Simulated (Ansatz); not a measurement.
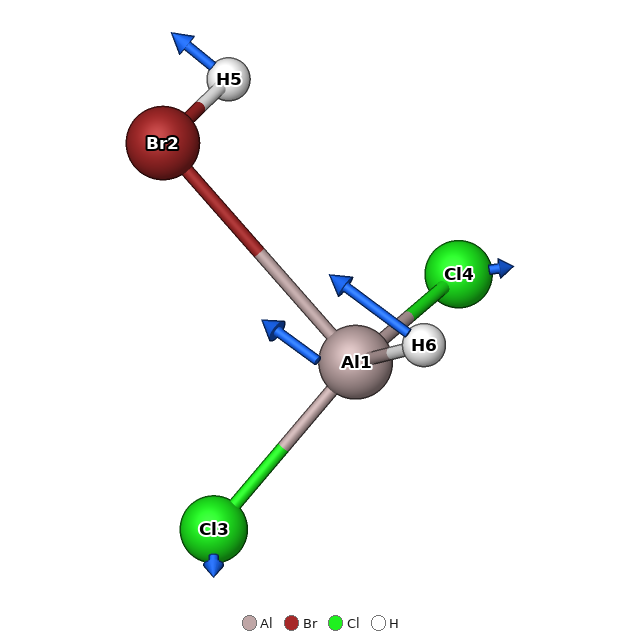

The arrows show one normal mode. Harmonic vibrations computed with RKS PBE0-D4/def2-TZVP (Ansatz 0.2.0) at a stationary point of the same level.

Estimate its harmonic wavenumber.

176 cm⁻¹; it is mode 5 of 12 counted from the lowest.
